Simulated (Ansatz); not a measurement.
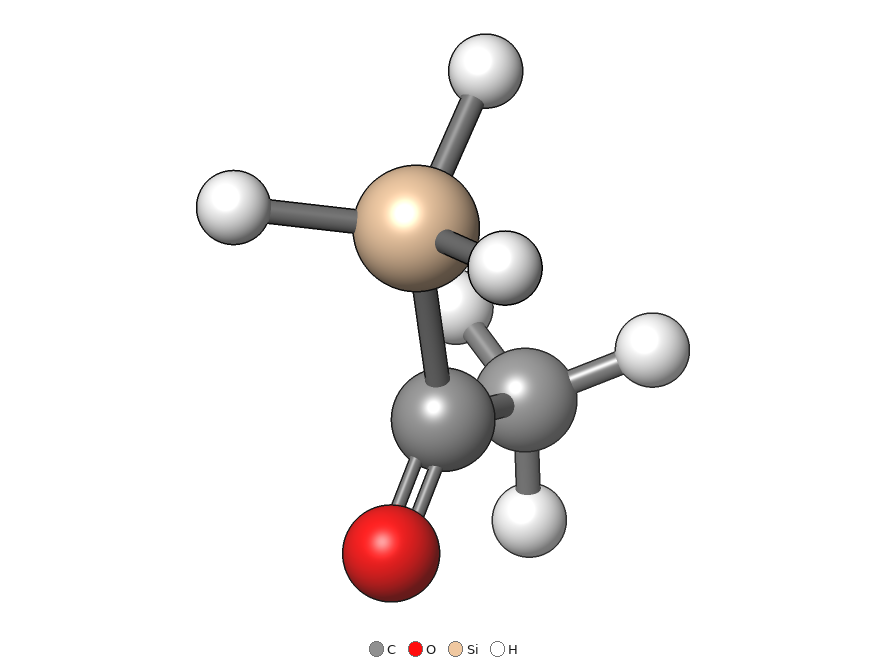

Rendered structure (ball-and-stick style). Double and triple bonds are drawn as two and three sticks.

The geometry was computed by an optimisation with PBE0-D4/def2-TZVP.

**Count the atoms of each element.**

C2H6OSi, 10 atoms: 2 carbon, 6 hydrogen, 1 oxygen and 1 silicon.

**Give the symmetry (Schoenflies symbol).**

Cs.

**Name some functional groups or characteristic bonds that it holds.**

Among them: Si–H bond.

**What is its SMILES?**

CC(=O)[SiH3]

More results for the same structure follow; atom numbers are the same in all pictures, views and colours differ.

**Geometry**

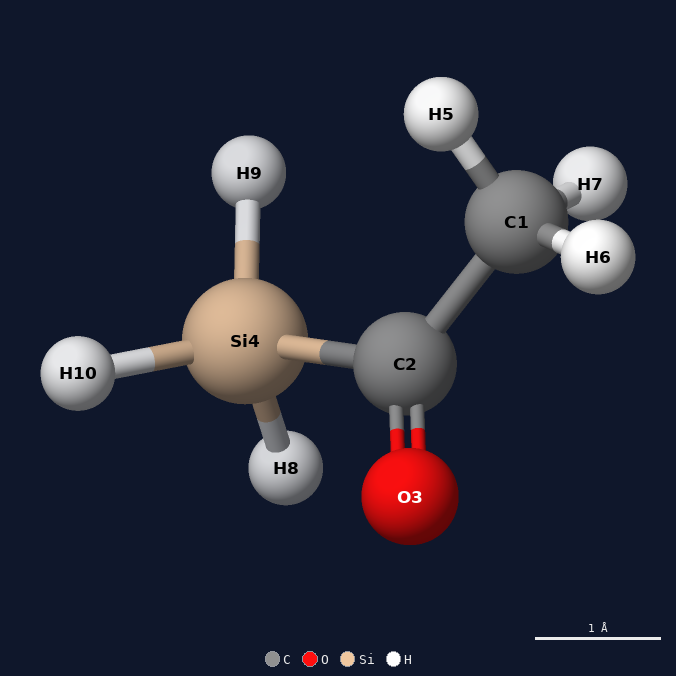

The atoms are numbered.

**How are the neighbours of atom 4 arranged?**

Si4 has 4 neighbours (C2 at 1.94, H8 at 1.48, H9 at 1.49, H10 at 1.48 Å); the arrangement is tetrahedral.

**How are the neighbours of atom 1 arranged?**

C1 has 4 neighbours (C2 at 1.50, H5 at 1.09, H6 at 1.09, H7 at 1.09 Å); the arrangement is tetrahedral.

**How are the neighbours of atom 2 arranged?**

C2 has 3 neighbours (C1 at 1.50, O3 at 1.21, Si4 at 1.94 Å); the arrangement is trigonal planar.

**Vibrations**

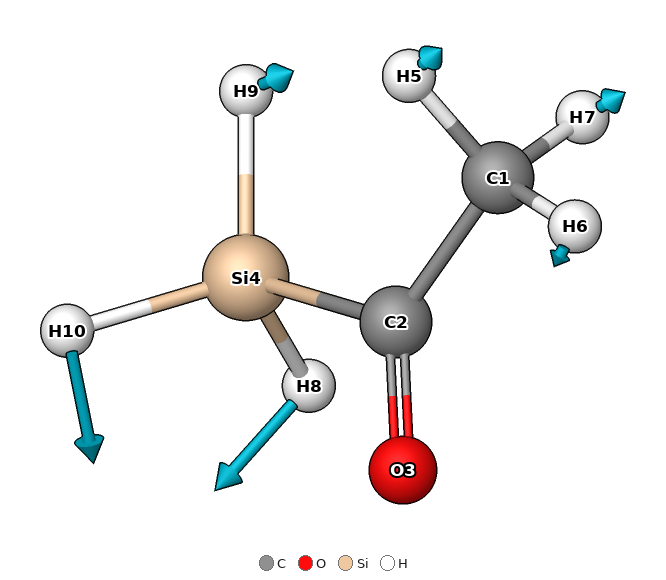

The arrows show one normal mode. Harmonic vibrations computed with RKS PBE0-D4/def2-TZVP (Ansatz 0.2.0) at a stationary point of the same level.

**Describe the motion.**

Mostly H–Si–H bending.

**At what wavenumber does it lie?**

929 cm⁻¹; it is mode 10 of 24 counted from the lowest.

**Levels of theory compared**

Program: Ansatz 0.2.0.

Tabulate dipole (D) at these levels: B3LYP-D4/def2-TZVPP; PBE-D4/def2-TZVPP; PBE0-D4/def2-TZVP; r2SCAN-D4/def2-TZVPP; ωB97M-V/def2-TZVPP.

```tsv
level	dipole (D)
B3LYP-D4/def2-TZVPP	2.51
PBE-D4/def2-TZVPP	2.33
PBE0-D4/def2-TZVP	2.50
r2SCAN-D4/def2-TZVPP	2.45
ωB97M-V/def2-TZVPP	2.53
```

**Charges**

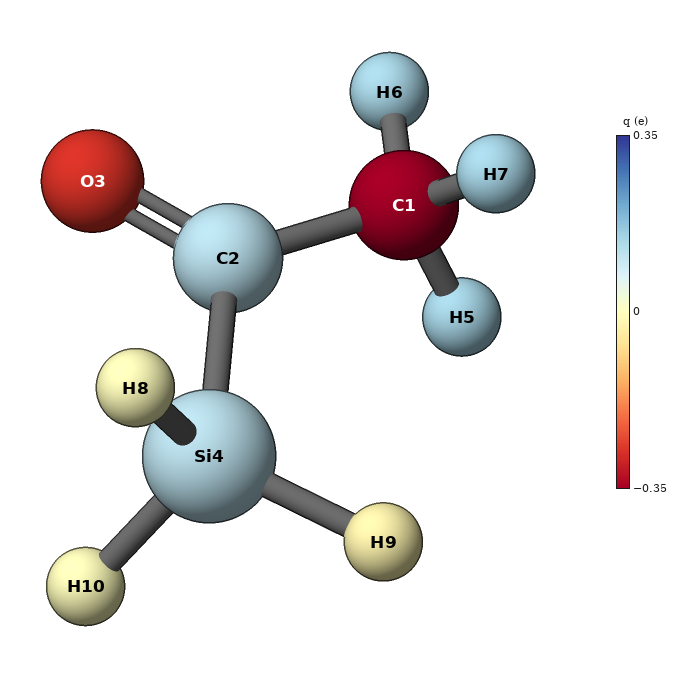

Atoms are coloured by their Mulliken charges. Properties computed with RKS PBE0-D4/def2-TZVP (Ansatz 0.2.0).

**Which atom carries the highest charge (most positive or least negative)?**

H5, H6, H7 (0.14 e).

**And the lowest?**

C1 (−0.35 e).

List the Mulliken charges.

| atom | value (e) |
| --- | --- |
| C1 | −0.35 |
| C2 | 0.12 |
| O3 | −0.27 |
| Si4 | 0.12 |
| H5 | 0.14 |
| H6 | 0.14 |
| H7 | 0.14 |
| H8 | 0.00 |
| H9 | −0.02 |
| H10 | 0.00 |

Mulliken values depend strongly on the basis set and can even reverse the polarity of a bond.
